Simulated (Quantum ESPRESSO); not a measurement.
# NaI (Fm-3m): a volume series of phonon spectra

Wanted: mode Grüneisen parameters of NaI and a free-energy fit over volumes.

What experiment has found for this phase:
- volume expansion coefficient 135 1e-6/K near room temperature (given in “Descriptors for thermal expansion in solids”, 2017, arXiv:1701.03966)

Program: Quantum ESPRESSO 7.5. Level of theory: DFT LDA, scalar-relativistic, plane waves, GBRV ultrasoft pseudopotentials. Results are calculated unless marked as measured.

## Step 1: The structure

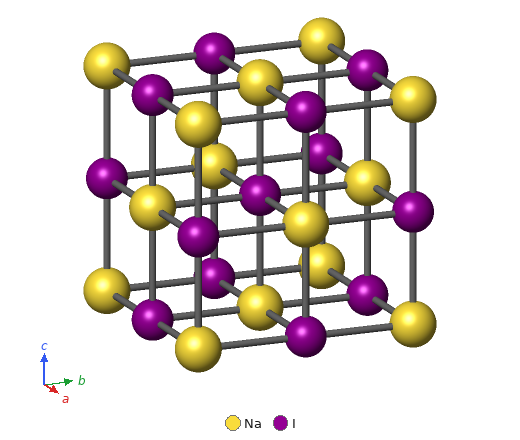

The starting structure, seen slightly off an axis (sodium yellow, iodine purple). This picture shows the conventional cell, with its axes. Some periodic images of atoms are drawn too.

## Step 2: Probe on a coarse mesh

A cheap single point shows whether the cell is a metal or an insulator and how far it is from rest; that sets the k-mesh and the occupations of what follows.

probe.in

```
&control
   calculation = 'scf'
   prefix = 'x'
   outdir = './tmp'
   pseudo_dir = './pseudo'
   tprnfor = .true.
   tstress = .true.
   verbosity = 'high'
/
&system
   ibrav = 0
   nat = 2
   ntyp = 2
   ecutwfc = 45.0
   ecutrho = 270.0
   occupations = 'smearing'
   smearing = 'gaussian'
   degauss = 0.01
/
&electrons
   conv_thr = 1.0d-07
   mixing_beta = 0.7
   electron_maxstep = 100
/
ATOMIC_SPECIES
 Na     22.9898  Na.upf
 I     126.9045  I.upf
CELL_PARAMETERS angstrom
     0.000000000    3.236400000    3.236400000
     3.236400000    0.000000000    3.236400000
     3.236400000    3.236400000    0.000000000
ATOMIC_POSITIONS crystal
 Na     0.000000000   0.000000000   0.000000000
 I      0.500000000   0.500000000   0.500000000
K_POINTS automatic
 6 6 6 0 0 0
```

Launch:

```sh
> OMP_NUM_THREADS=1 mpirun -n 8 pw.x -nk 8 -in probe.in > probe.out
```

Output:

```text
Program PWSCF v.7.5

     This program is part of the open-source Quantum ESPRESSO suite
     for quantum simulation of materials; please cite
         "P. Giannozzi et al., J. Phys.:Condens. Matter 21 395502 (2009);
         "P. Giannozzi et al., J. Phys.:Condens. Matter 29 465901 (2017);
         "P. Giannozzi et al., J. Chem. Phys. 152 154105 (2020);
     in publications or presentations arising from this work. More details at

     Message from routine setup:
     using ibrav=0 with symmetry is DISCOURAGED, use correct ibrav instead

     G-vector sticks info
     --------------------
     sticks:   dense  smooth     PW     G-vecs:    dense   smooth      PW
     Sum        1393     925    283                34327    18643    3119

     Using Slab Decomposition

     bravais-lattice index     =            0
     lattice parameter (alat)  =       8.6492  a.u.
     unit-cell volume          =     457.5233 (a.u.)^3
     number of atoms/cell      =            2
     number of atomic types    =            2
     number of electrons       =        16.00
     number of Kohn-Sham states=           12
     kinetic-energy cutoff     =      45.0000  Ry
     charge density cutoff     =     270.0000  Ry
     scf convergence threshold =      1.0E-07
     mixing beta               =       0.7000
     number of iterations used =            8  plain     mixing
     Exchange-correlation= SLA  PZ   NOGX NOGC
                           (   1   1   0   0   0   0   0)

     celldm(1)=   8.649202  celldm(2)=   0.000000  celldm(3)=   0.000000
     celldm(4)=   0.000000  celldm(5)=   0.000000  celldm(6)=   0.000000

     crystal axes: (cart. coord. in units of alat)
               a(1) = (   0.000000   0.707107   0.707107 )
               a(2) = (   0.707107   0.000000   0.707107 )
               a(3) = (   0.707107   0.707107   0.000000 )

     reciprocal axes: (cart. coord. in units 2 pi/alat)
               b(1) = ( -0.707107  0.707107  0.707107 )
               b(2) = (  0.707107 -0.707107  0.707107 )
               b(3) = (  0.707107  0.707107 -0.707107 )

     PseudoPot. # 1 for Na read from file:
     ./pseudo/Na.upf
     Pseudo is Ultrasoft, Zval =  9.0
     Using radial grid of  819 points,  5 beta functions with:
                l(1) =   0
                l(2) =   0
                l(3) =   1
                l(4) =   1
                l(5) =   2
     Q(r) pseudized with  8 coefficients,  rinner =    1.250   1.250   1.250
                                                       1.250   1.250

     PseudoPot. # 2 for I  read from file:
     ./pseudo/I.upf
     Pseudo is Ultrasoft + core correction, Zval =  7.0
     Using radial grid of  893 points,  6 beta functions with:
                l(1) =   0
                l(2) =   0
                l(3) =   1
                l(4) =   1
                l(5) =   2
                l(6) =   2
     Q(r) pseudized with  8 coefficients,  rinner =    1.500   1.500   1.500
                                                       1.500   1.500

     atomic species   valence    mass     pseudopotential
     Na                9.00    22.98980     Na( 1.00)
     I                 7.00   126.90450     I ( 1.00)

     48 Sym. Ops., with inversion, found

                                    s                        frac. trans.

      isym =  1     identity

 cryst.   s( 1) = (     1          0          0      )
                  (     0          1          0      )
                  (     0          0          1      )

 cart.    s( 1) = (  1.0000000 -0.0000000  0.0000000 )
                  ( -0.0000000  1.0000000  0.0000000 )
                  ( -0.0000000  0.0000000  1.0000000 )

      isym =  2     180 deg rotation - cart. axis [0,0,1]

 cryst.   s( 2) = (     0          1         -1      )
                  (     1          0         -1      )
                  (     0          0         -1      )

 cart.    s( 2) = ( -1.0000000  0.0000000  0.0000000 )
                  (  0.0000000 -1.0000000  0.0000000 )
                  (  0.0000000 -0.0000000  1.0000000 )

      isym =  3     180 deg rotation - cart. axis [0,1,0]

 cryst.   s( 3) = (     0         -1          1      )
                  (     0         -1          0      )
                  (     1         -1          0      )

 cart.    s( 3) = ( -1.0000000 -0.0000000 -0.0000000 )
                  (  0.0000000  1.0000000 -0.0000000 )
                  (  0.0000000  0.0000000 -1.0000000 )

      isym =  4     180 deg rotation - cart. axis [1,0,0]

 cryst.   s( 4) = (    -1          0          0      )
                  (    -1          0          1      )
                  (    -1          1          0      )

 cart.    s( 4) = (  1.0000000  0.0000000 -0.0000000 )
                  ( -0.0000000 -1.0000000 -0.0000000 )
                  ( -0.0000000 -0.0000000 -1.0000000 )

      isym =  5     180 deg rotation - cart. axis [1,1,0]

 cryst.   s( 5) = (    -1          0          1      )
[...]
cart.    s( 5) = ( -0.0000000  1.0000000 -0.0000000 )
[...]
isym =  6     180 deg rotation - cart. axis [1,-1,0]

 cryst.   s( 6) = (     0         -1          0      )
[...]
cart.    s( 6) = (  0.0000000 -1.0000000 -0.0000000 )
[...]
isym =  7      90 deg rotation - cart. axis [0,0,-1]

 cryst.   s( 7) = (     0          1          0      )
[...]
cart.    s( 7) = (  0.0000000  1.0000000  0.0000000 )
[...]
isym =  8      90 deg rotation - cart. axis [0,0,1]

 cryst.   s( 8) = (     1          0         -1      )
[...]
cart.    s( 8) = ( -0.0000000 -1.0000000  0.0000000 )
[...]
isym =  9     180 deg rotation - cart. axis [1,0,1]

 cryst.   s( 9) = (    -1          1          0      )
[...]
cart.    s( 9) = (  0.0000000  0.0000000  1.0000000 )
[...]
isym = 10     180 deg rotation - cart. axis [-1,0,1]

 cryst.   s(10) = (     0          0         -1      )
[...]
cart.    s(10) = ( -0.0000000  0.0000000 -1.0000000 )
[...]
isym = 11      90 deg rotation - cart. axis [0,1,0]

 cryst.   s(11) = (     0          0          1      )
[...]
cart.    s(11) = ( -0.0000000 -0.0000000  1.0000000 )
[...]
isym = 12      90 deg rotation - cart. axis [0,-1,0]

 cryst.   s(12) = (     1         -1          0      )
[...]
cart.    s(12) = (  0.0000000 -0.0000000 -1.0000000 )
[...]
6.3276   8.7680   8.7680   9.9446

     occupation numbers
     1.0000   1.0000   1.0000   1.0000   1.0000   1.0000   1.0000   1.0000
     0.0000   0.0000   0.0000   0.0000

          k = 0.2357 0.0000-0.0000 (  2333 PWs)   bands (ev):

   -48.4272 -20.9254 -20.9247 -20.9247  -9.5611   0.7037   1.2519   1.2519
     5.9325   8.2583   9.3497   9.9057

     occupation numbers
     1.0000   1.0000   1.0000   1.0000   1.0000   1.0000   1.0000   1.0000
     0.0000   0.0000   0.0000   0.0000

          k = 0.3536 0.1179-0.1179 (  2337 PWs)   bands (ev):

   -48.4271 -20.9275 -20.9250 -20.9249  -9.4352  -0.0562   1.0454   1.0856
     6.7133   8.1040   8.5593   9.8898

     occupation numbers
     1.0000   1.0000   1.0000   1.0000   1.0000   1.0000   1.0000   1.0000
     0.0000   0.0000   0.0000   0.0000

          k =-0.2357-0.4714 0.4714 (  2342 PWs)   bands (ev):

   -48.4271 -20.9291 -20.9253 -20.9249  -9.3272  -0.5705   0.7807   1.0515
     6.9081   7.9760   9.3561   9.5651

     occupation numbers
     1.0000   1.0000   1.0000   1.0000   1.0000   1.0000   1.0000   1.0000
     0.0000   0.0000   0.0000   0.0000

          k =-0.1179-0.3536 0.3536 (  2347 PWs)   bands (ev):

   -48.4271 -20.9287 -20.9256 -20.9246  -9.3531  -0.4483   0.7045   1.1776
     7.0805   8.1186   9.2157   9.2936

     occupation numbers
     1.0000   1.0000   1.0000   1.0000   1.0000   1.0000   1.0000   1.0000
     0.0000   0.0000   0.0000   0.0000

          k = 0.0000-0.2357 0.2357 (  2325 PWs)   bands (ev):

[...]
occupation numbers
[...]
k = 0.4714 0.0000-0.0000 (  2357 PWs)   bands (ev):

[...]
occupation numbers
[...]
k =-0.1179-0.5893 0.5893 (  2330 PWs)   bands (ev):

[...]
occupation numbers
[...]
k =-0.0000-0.4714 0.4714 (  2315 PWs)   bands (ev):

[...]
occupation numbers
[...]
k =-0.7071 0.0000 0.0000 (  2346 PWs)   bands (ev):

   -48.4271 -20.9285 -20.9260 -20.9260  -9.2693  -0.4836   0.7071   0.7071
     5.7336   6.8564  11.0833  12.5034

     occupation numbers
     1.0000   1.0000   1.0000   1.0000   1.0000   1.0000   1.0000   1.0000
     0.0000   0.0000   0.0000   0.0000

          k =-0.2357-0.4714 0.7071 (  2336 PWs)   bands (ev):

   -48.4271 -20.9280 -20.9261 -20.9251  -9.3345  -0.2649   0.5289   0.9474
     7.1722   8.0553   8.2614  10.3193

     occupation numbers
     1.0000   1.0000   1.0000   1.0000   1.0000   1.0000   1.0000   1.0000
     0.0000   0.0000   0.0000   0.0000

          k =-0.1179-0.3536 0.5893 (  2328 PWs)   bands (ev):

   -48.4271 -20.9282 -20.9266 -20.9254  -9.2824  -0.2986   0.2639   0.8049
     7.2939   7.9180   9.1818   9.8107

     occupation numbers
     1.0000   1.0000   1.0000   1.0000   1.0000   1.0000   1.0000   1.0000
     0.0000   0.0000   0.0000   0.0000

          k =-0.7071 0.2357 0.0000 (  2326 PWs)   bands (ev):

   -48.4271 -20.9278 -20.9266 -20.9261  -9.2629  -0.2453   0.3341   0.5534
     6.6162   7.8140   9.8633   9.8958

     occupation numbers
     1.0000   1.0000   1.0000   1.0000   1.0000   1.0000   1.0000   1.0000
     0.0000   0.0000   0.0000   0.0000

     the Fermi energy is     3.9184 ev

!    total energy              =    -160.00789547 Ry
     estimated scf accuracy    <       0.00000002 Ry
     smearing contrib. (-TS)   =      -0.00000000 Ry
     internal energy E=F+TS    =    -160.00789547 Ry

     The total energy is F=E-TS. E is the sum of the following terms:
     one-electron contribution =     -85.42253348 Ry
     hartree contribution      =      46.80453160 Ry
     xc contribution           =     -61.43655406 Ry
     ewald contribution        =     -59.95333953 Ry

     convergence has been achieved in   6 iterations

     Forces acting on atoms (cartesian axes, Ry/au):

     atom    1 type  1   force =     0.00000000   -0.00000000    0.00000000
     atom    2 type  2   force =    -0.00000000    0.00000000   -0.00000000
     The non-local contrib.  to forces
     atom    1 type  1   force =     0.00000000   -0.00000000    0.00000000
     atom    2 type  2   force =    -0.00000000    0.00000000    0.00000000
     The ionic contribution  to forces
     atom    1 type  1   force =    -0.00000000   -0.00000000   -0.00000000
     atom    2 type  2   force =    -0.00000000    0.00000000   -0.00000000
     The local contribution  to forces
     atom    1 type  1   force =    -0.00000000   -0.00000000   -0.00000000
     atom    2 type  2   force =     0.00000000    0.00000000    0.00000000
     The core correction contribution to forces
     atom    1 type  1   force =     0.00000000    0.00000000    0.00000000
     atom    2 type  2   force =     0.00000000   -0.00000000    0.00000000
     The Hubbard contrib.    to forces
     atom    1 type  1   force =     0.00000000    0.00000000    0.00000000
     atom    2 type  2   force =     0.00000000    0.00000000    0.00000000
     The SCF correction term to forces
     atom    1 type  1   force =     0.00000000   -0.00000000   -0.00000000
     atom    2 type  2   force =     0.00000000   -0.00000000   -0.00000000

     Total force =     0.000000     Total SCF correction =     0.000000

     Computing stress (Cartesian axis) and pressure

          total   stress  (Ry/bohr**3)                   (kbar)     P=      -16.30
  -0.00011078   0.00000000  -0.00000000          -16.30        0.00       -0.00
  -0.00000000  -0.00011078  -0.00000000           -0.00      -16.30       -0.00
  -0.00000000  -0.00000000  -0.00011078           -0.00       -0.00      -16.30

     kinetic stress (kbar)   5037.15     -0.00     -0.00
                               -0.00   5037.15      0.00
                               -0.00      0.00   5037.15

     local   stress (kbar)   9032.15      0.00      0.00
                                0.00   9032.15      0.00
                                0.00      0.00   9032.15

     nonloc. stress (kbar) -10389.39      0.00     -0.00
                                0.00 -10389.39      0.00
                               -0.00      0.00 -10389.39

     hartree stress (kbar)   5016.27      0.00      0.00
                                0.00   5016.27      0.00
                                0.00      0.00   5016.27

     exc-cor stress (kbar)  11492.74      0.00      0.00
                                0.00  11492.74      0.00
                                0.00      0.00  11492.74

     corecor stress (kbar) -13779.72      0.00      0.00
                                0.00 -13779.72     -0.00
                                0.00     -0.00 -13779.72

     ewald   stress (kbar)  -6425.50      0.00     -0.00
                                0.00  -6425.50      0.00
                               -0.00      0.00  -6425.50

     hubbard stress (kbar)      0.00      0.00      0.00
                                0.00      0.00      0.00
                                0.00      0.00      0.00

     DFT-D   stress (kbar)      0.00      0.00      0.00
[...]
XDM     stress (kbar)      0.00      0.00      0.00
[...]
dft-nl  stress (kbar)      0.00      0.00      0.00
                                0.00      0.00      0.00
                                0.00      0.00      0.00

     TS-vdW  stress (kbar)      0.00      0.00      0.00
                                0.00      0.00      0.00
                                0.00      0.00      0.00

     MDB     stress (kbar)      0.00      0.00      0.00
                                0.00      0.00      0.00
                                0.00      0.00      0.00

     3D-RISM stress (kbar)      0.00      0.00      0.00
                                0.00      0.00      0.00
                                0.00      0.00      0.00

     Writing all to output data dir ./tmp/x.save/ :
     XML data file, charge density, pseudopotentials, collected wavefunctions

   JOB DONE.
```

It took 3.6 s on 8 MPI ranks of Arm Neoverse N1, shared host; 28 s of CPU time.

Numbers from this step:

```
volume per atom   : 33.90 Å³
pressure          : -1.630 GPa
gap on the k-mesh : 3.326 eV
```

The start is under -1.6 GPa at this level and looks like an insulator or semiconductor on this mesh.

[end of part 1 of 8]

[Logs are printed without paths, hosts, clocks, repeated set-up lines and the standing remarks that a program may print on its own settings, such as how far it seeks lower states.]

[Hosts, paths, dates, database ids (printed as entryN), source tags and the programs' standing remarks are cut or masked in the printed files.]

[A step with changed settings may run another functional than the one named; its input shows which.]

[Of the runs on displaced cells, only some may be shown.]
